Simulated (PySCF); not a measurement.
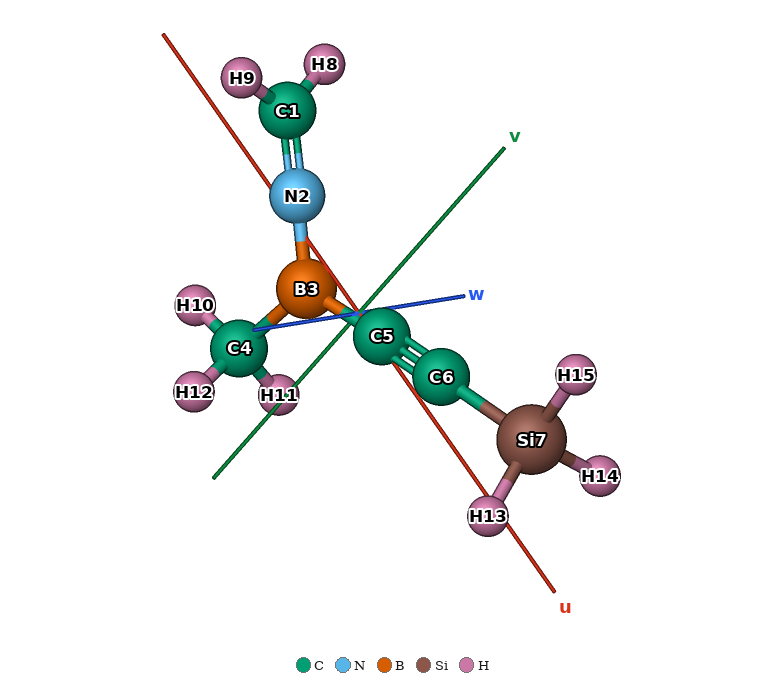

The lines u, v and w are the principal axes of the static dipole polarisability. Computed geometry: GFN2-xTB optimisation. No frequency run is at hand to confirm it as a minimum. Level of theory: ωB97X-D/def2-SVPD (PySCF 2.14.0).

**Along which axis is the molecule most polarisable, and along which least?**

Most along u (close to the long direction C1···Si7), least along w.

**Give the three principal values.**

u 143.0, v 94.2, w 71.1 bohr³; mean 102.8, anisotropy 63.6 bohr³.

The geometry is semi-empirical. Around B, Si such bond lengths and angles can be off by a tenth of an ångström or more and by several degrees, and values that hang on the shape move with them.
